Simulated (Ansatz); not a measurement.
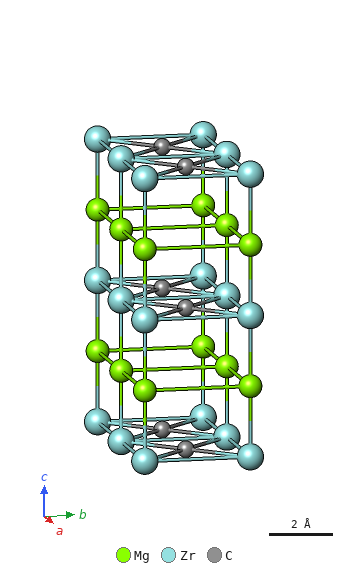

Crystalline MgZrC (a generated structure, set up in P4/mmm) (coarse preliminary run), before the relaxation. The picture is a ball-and-stick view of the cell of the calculation, repeated 2 × 1 × 2 with one cell outlined, seen slightly off an axis.

These are results of DFT PBE, scalar-relativistic, plane waves, PAW in Ansatz, not measurements.

The input:
```yaml
crystal:
  lattice:
    - [3.48477194, 0.0, 0.0]
    - [0.0, 3.48477194, 0.0]
    - [0.0, 0.0, 4.6331299]
  atoms:
    - { symbol: Mg, position: [0.0, 0.0, 0.5] }
    - { symbol: Zr, position: [0.0, 0.0, 0.0] }
    - { symbol: C, position: [0.5, 0.5, 0.0] }
basis:
  ecutwfc: 420
kpoints:
  mp_grid: { grid: [6, 6, 4] }
hamiltonian:
  xc: pbe
scf:
  occupations: { method: gaussian, width: 0.1 }
  lower_state_search: "off"
output:
  forces: true
  stress: true
  eigenvalues: true
relax:
  adjacent_minimum: "off"
  f_tol: 0.04
  max_steps: 70
  cell: { stress_tol: 0.4 }
```

Launched with:
```bash
ansatz run input.yaml --threads 1 --pin off --max-ram 2048MiB --backend cpu --events-out ev --progress --plain --runs-dir out
```

**Predict the outcome.**

Over 8 accepted moves (10 points after the start) the energy falls by 1069 meV per atom. All forces vanish by symmetry, so only the cell relaxes. The pressure goes from 3.77 to 0.12 GPa. The SCF was repeated twice at an unchanged geometry on a basis and grid sized afresh for the cell, which shifted the energy by 22.7 meV per atom at most. The atoms keep their places relative to the cell (all moves are under 0.005 Å). Cell: a = b 3.485 → 3.209 Å (−7.9 %), c 4.633 → 6.248 Å (+34.9 %). Volume +14.3 %. Some distances before and after: Mg1–Zr2 2.317 → 3.124 Å, Zr2–Zr2 3.485 → 3.209 Å, Mg1–Mg1 3.485 → 3.209 Å, Zr2–C3 2.464 → 2.269 Å. The space group stays P4/mmm (No. 123).

The structure at the end:

```
CELL_PARAMETERS angstrom
3.20862 0.00000 0.00000
0.00000 3.20862 0.00000
0.00000 0.00000 6.24797
ATOMIC_POSITIONS crystal
Mg 0.00000 0.00000 0.50000
Zr 0.00000 0.00000 0.00000
C 0.50000 0.50000 0.00000
```

The end point in the same view:

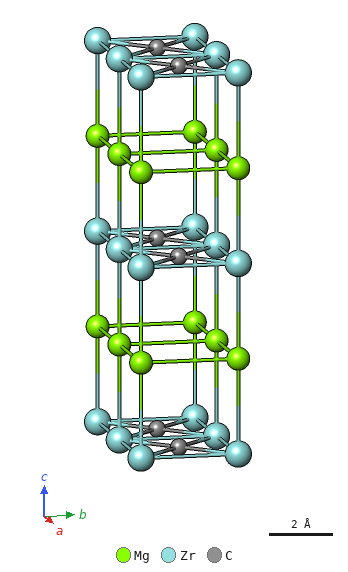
